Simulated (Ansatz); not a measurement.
# Nudged elastic band of CH$_{9}$FOSi$_{2}$ (part 2 of 2)

Continued. System: CH$_{9}$FOSi$_{2}$. Method: RKS B3LYP/def2-SVP (Ansatz 0.2.0). One setting was made poor on purpose. It belongs to a series of runs on one base structure; here: band between the two ends.

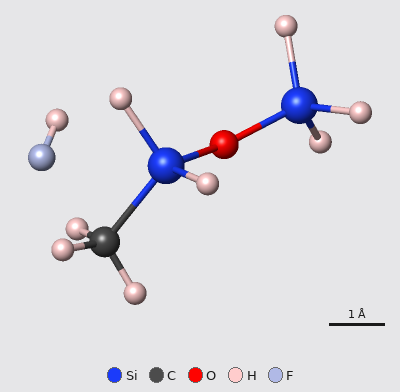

The starting structure (ball-and-stick view, seen at a tilt).

The last band as extended XYZ, continued
```
14
Properties=species:S:1:pos:R:3:forces:R:3 image=1 energy=-21696.76390
Si    0.2573    0.4503    0.3419    0.0332  -0.0227   0.0001
C     0.8719   -1.2227    0.9070   -0.0055   0.0043  -0.0080
O    -0.9432    0.2810   -0.7893   -0.0402   0.0412  -0.0146
Si   -1.6022    0.1004   -2.2966    0.0136  -0.0153   0.0105
H     1.3526    1.2937   -0.2123    0.0061  -0.0057  -0.0075
H    -0.3473    1.1828    1.5080    0.0012  -0.0133  -0.0023
H     0.9691    1.3338    2.8066   -0.0486   0.0159  -0.0119
F     1.8725    1.1448    2.9179    0.0403  -0.0023   0.0176
H     0.0293   -1.8470    1.2450    0.0060  -0.0198   0.0145
H     1.3901   -1.7553    0.0935    0.0028   0.0007   0.0084
H     1.5721   -1.0886    1.7456    0.0073   0.0056   0.0090
H    -0.6376    0.5436   -3.3461    0.0013   0.0002  -0.0045
H    -2.8425    0.9170   -2.3983   -0.0145   0.0106   0.0071
H    -1.9423   -1.3337   -2.5230   -0.0029   0.0004  -0.0184
14
Properties=species:S:1:pos:R:3:forces:R:3 image=2 energy=-21696.71654
Si    0.1757    0.5930    0.4137   -0.0029  -0.0287  -0.0202
C     0.6078   -1.1933    0.7908    0.0079  -0.0015  -0.0072
O    -1.0800    0.6701   -0.6824    0.0163  -0.0242  -0.0164
Si   -1.5434    0.2204   -2.2133   -0.0051   0.0212   0.0171
H     1.3358    1.3570   -0.1210    0.0055  -0.0165  -0.0137
H    -0.3003    1.2552    1.6707    0.0203  -0.0008  -0.0015
H     1.4417    0.7996    2.9164   -0.0615   0.0738   0.0744
F     2.3263    0.7326    2.6486    0.0392  -0.0166   0.0127
H    -0.2897   -1.7496    1.1068    0.0083  -0.0109   0.0002
H     1.0332   -1.6984   -0.0906   -0.0019  -0.0247  -0.0135
H     1.3553   -1.2342    1.5981    0.0047   0.0120  -0.0242
H    -0.6907    0.8942   -3.2367   -0.0090   0.0064  -0.0049
H    -2.9641    0.6111   -2.4154   -0.0069   0.0049   0.0014
H    -1.4079   -1.2575   -2.3856   -0.0148   0.0056  -0.0042
14
Properties=species:S:1:pos:R:3:forces:R:3 image=3 energy=-21696.56335
Si    0.1565    0.7106    0.5617   -0.0373  -0.0407  -0.0274
C     0.5423   -1.1300    0.8651   -0.0304   0.0161  -0.0188
O    -1.0590    0.6873   -0.5770   -0.0386   0.0202  -0.0284
Si   -1.5362    0.3110   -2.1154   -0.0281   0.0072  -0.0251
H     1.3219    1.4421   -0.0061   -0.0085  -0.0343   0.0245
H    -0.3913    1.3837    1.7637    0.0138  -0.0291   0.0043
H     2.0519   -0.0920    2.1087    0.1249   0.0354   0.0851
F     2.2432    0.7514    2.4518    0.0848  -0.0070   0.0728
H    -0.4210   -1.6203    1.0823   -0.0143  -0.0303  -0.0172
H     0.9339   -1.5707   -0.0666   -0.0044  -0.0195   0.0006
H     1.2168   -1.4555    1.6780   -0.0144   0.0729   0.0109
H    -0.6437    0.9669   -3.1165   -0.0128   0.0027  -0.0212
H    -2.9337    0.7827   -2.3004   -0.0242   0.0008  -0.0440
H    -1.4817   -1.1671   -2.3291   -0.0104   0.0057  -0.0162
14
Properties=species:S:1:pos:R:3:forces:R:3 image=4 energy=-21695.26847
Si    0.3971    0.8803    0.7254    0.0138   0.0037  -0.0058
C     0.7327   -1.2456    0.8809   -0.0018  -0.0011   0.0051
O    -0.8396    0.5699   -0.3763   -0.0275  -0.0086   0.0251
Si   -1.4876    0.3644   -1.8803    0.0033   0.0025  -0.0120
H     1.3480    1.6360   -0.1224   -0.0001   0.0008  -0.0010
H    -0.3873    1.4658    1.8306    0.0003  -0.0008   0.0000
H     1.4329   -0.3629    1.5552    0.0017   0.0004  -0.0020
F     1.8618    0.6957    1.9993    0.0013   0.0009  -0.0054
H    -0.3021   -1.5115    1.1311   -0.0004  -0.0004  -0.0001
H     0.9456   -1.4578   -0.1748   -0.0002  -0.0001   0.0001
H     1.3846   -1.9164    1.4770   -0.0005   0.0000   0.0002
H    -0.6973    1.0995   -2.9143    0.0023  -0.0013   0.0010
H    -2.8895    0.8689   -1.8916    0.0014   0.0028  -0.0016
H    -1.4995   -1.0862   -2.2396    0.0064   0.0012  -0.0034
14
Properties=species:S:1:pos:R:3:forces:R:3 image=5 energy=-21697.61896
Si    0.3577    1.4455    0.7301    0.0072   0.3837   0.0203
C     0.8875   -1.7064    0.9001    0.0774  -0.3114   0.0555
O    -0.6045    0.5275   -0.2604    0.1792  -0.0204   0.0457
Si   -1.4142    0.3806   -1.7231    0.0812  -0.0149   0.0834
H     1.0813    2.3471   -0.1809   -0.1610   0.4772  -0.0572
H    -0.5323    1.8925    1.8159   -0.1147   0.3457  -0.0514
H     1.3521   -0.8583    1.4029   -0.0887  -0.3299  -0.0716
F     1.6374    0.9075    1.6163   -0.2213   0.1863  -0.2772
H    -0.1882   -1.7358    1.1220    0.0382  -0.1266   0.0254
H     1.0277   -1.6135   -0.1865    0.0413  -0.1267   0.0439
H     1.3941   -2.5944    1.2819   -0.0452  -0.4578  -0.0647
H    -0.7277    1.1806   -2.7801    0.0475  -0.0036   0.0530
H    -2.8185    0.8763   -1.6062    0.0946   0.0042   0.1253
H    -1.4525   -1.0490   -2.1320    0.0644  -0.0058   0.0696
14
Properties=species:S:1:pos:R:3:forces:R:3 image=6 energy=-21698.30508
Si    0.2153    1.9161    0.7615    0.0016  -0.0007   0.0080
C     1.0011   -2.1635    0.7986    0.0018  -0.0133  -0.0008
O    -0.6409    0.9051   -0.2054   -0.0070   0.0323  -0.0060
Si   -1.3800    0.4686   -1.6327    0.0050  -0.0153   0.0057
H     0.7911    3.0289   -0.0332   -0.0080   0.0184   0.0033
H    -0.6353    2.3761    1.8829   -0.0015   0.0145   0.0014
H     1.4371   -1.2700    1.2626    0.0015  -0.0102  -0.0013
F     1.4636    1.1028    1.4121   -0.0053   0.0122  -0.0150
H    -0.0752   -2.2011    1.0203    0.0008  -0.0110  -0.0005
H     1.1438   -2.1118   -0.2906   -0.0006  -0.0198  -0.0002
H     1.4884   -3.0682    1.1889    0.0015  -0.0128   0.0001
H    -0.7432    1.1854   -2.7754   -0.0017   0.0033   0.0010
H    -2.8236    0.8307   -1.5676    0.0021   0.0028  -0.0036
H    -1.2425   -0.9990   -1.8219    0.0097  -0.0004   0.0079
14
Properties=species:S:1:pos:R:3:forces:R:3 image=7 energy=-21698.33621
Si    0.0564    2.1362    0.8607   -0.0008   0.0006   0.0023
C     1.2207   -2.3889    0.5770    0.0002  -0.0036  -0.0013
O    -1.0125    1.3820   -0.1256    0.0007   0.0025  -0.0035
Si   -1.4943    0.5636   -1.4943    0.0020  -0.0008   0.0038
H     0.8942    3.0916    0.0947    0.0000   0.0018   0.0002
H    -0.6799    2.7728    1.9753    0.0003   0.0022   0.0013
H     1.2339   -1.3510    0.9365   -0.0015  -0.0002  -0.0020
F     1.0643    1.0327    1.5070   -0.0046   0.0019  -0.0037
H     0.2069   -2.8023    0.6794    0.0015  -0.0045   0.0000
H     1.5201   -2.4188   -0.4809    0.0017  -0.0047   0.0002
H     1.9219   -2.9937    1.1697    0.0027   0.0002   0.0021
H    -0.6103    0.9216   -2.6410   -0.0010   0.0029  -0.0005
H    -2.8952    0.9572   -1.8045    0.0003   0.0013  -0.0027
H    -1.4263   -0.9029   -1.2541   -0.0014   0.0005   0.0037
14
Properties=species:S:1:pos:R:3:forces:R:3 image=8 energy=-21698.33828
Si   -0.0033    2.1037    0.9306    0.0119   0.0188   0.0134
C     1.4650   -2.3490    0.3735    0.0018   0.0010   0.0007
O    -1.1159    1.5638   -0.1430   -0.0136  -0.0151  -0.0143
Si   -1.6877    0.5856   -1.3646   -0.0011   0.0080   0.0014
H     1.1372    2.7422    0.2300    0.0097  -0.0028  -0.0080
H    -0.6621    3.0100    1.8973   -0.0073  -0.0025   0.0091
H     1.2007   -1.4057    0.8711   -0.0013   0.0026  -0.0012
F     0.5932    0.8411    1.7683   -0.0008  -0.0017  -0.0022
H     0.5554   -2.9388    0.1891    0.0008  -0.0022   0.0020
H     1.9628   -2.1379   -0.5842    0.0009  -0.0006  -0.0001
H     2.1466   -2.9235    1.0172   -0.0016  -0.0025  -0.0003
H    -0.6294    0.3797   -2.3945   -0.0017  -0.0003   0.0011
H    -2.8603    1.2592   -1.9846    0.0011  -0.0026  -0.0005
H    -2.1023   -0.7303   -0.8060    0.0011   0.0000  -0.0012
```

The run was set up as follows.

Input file
```yaml
crystal:
  periodic: [false, false, false]
  atoms:
    - { symbol: Si, position_ang: [0.340077, 0.241968, 0.231515] }
    - { symbol: C, position_ang: [0.936725, -1.252484, 1.177264] }
    - { symbol: O, position_ang: [-0.731782, -0.208147, -0.953992] }
    - { symbol: Si, position_ang: [-1.594512, 0.064485, -2.343495] }
    - { symbol: H, position_ang: [1.46539, 1.006031, -0.376034] }
    - { symbol: H, position_ang: [-0.386165, 1.166989, 1.174578] }
    - { symbol: H, position_ang: [0.745231, 1.659825, 2.47319] }
    - { symbol: F, position_ang: [1.618283, 1.555388, 2.779973] }
    - { symbol: H, position_ang: [0.088393, -1.83927, 1.564484] }
    - { symbol: H, position_ang: [1.552688, -1.911015, 0.544725] }
    - { symbol: H, position_ang: [1.544408, -0.907579, 2.028741] }
    - { symbol: H, position_ang: [-0.774779, 0.833392, -3.32585] }
    - { symbol: H, position_ang: [-2.832871, 0.837811, -2.037462] }
    - { symbol: H, position_ang: [-1.971187, -1.247293, -2.937539] }
basis:
  gaussian: { orbitals: def2-SVP }
hamiltonian:
  xc: b3lyp
neb:
  order_check: false
  images: 7
  f_tol: 0.05
  max_iterations: 60
  initial_path: linear
  final_atoms:
    - { symbol: Si, position_ang: [-0.04192233, 2.29603944, 0.13481677] }
    - { symbol: C, position_ang: [1.22617701, -2.06437995, 1.42765855] }
    - { symbol: O, position_ang: [-0.97341722, 1.41029869, -0.88010301] }
    - { symbol: Si, position_ang: [-1.37427459, 0.06515919, -1.77775577] }
    - { symbol: H, position_ang: [1.24337794, 2.6567606, -0.51099919] }
    - { symbol: H, position_ang: [-0.80746685, 3.47860783, 0.58790873] }
    - { symbol: H, position_ang: [0.93488027, -1.00831106, 1.51191532] }
    - { symbol: F, position_ang: [0.31472064, 1.40706079, 1.45174396] }
    - { symbol: H, position_ang: [0.33030955, -2.68630045, 1.28665383] }
    - { symbol: H, position_ang: [1.90079958, -2.19714745, 0.56925303] }
    - { symbol: H, position_ang: [1.74374541, -2.37530042, 2.34659834] }
    - { symbol: H, position_ang: [-0.16206543, -0.48072638, -2.45284798] }
    - { symbol: H, position_ang: [-2.37191194, 0.47466828, -2.80254453] }
    - { symbol: H, position_ang: [-1.96305304, -0.97632812, -0.89220004] }
```

Run as:
```bash
ansatz run input.yaml --threads 4 --pin off --max-ram 5120MiB --backend cpu --events-out ev --progress --plain --runs-dir out
```

Results in brief

```csv
quantity,value
outcome,converged
"barrier, forward",1.507 eV
"barrier, backward",3.070 eV
hardware,"4 threads of Arm Neoverse N1, 16 GiB of memory available, shared host"
wall time,15 min (CPU time 54 min)
peak memory,0.32 GiB
```

Notes

A deliberately poor setting: straight start. The order of the saddle point was not checked.
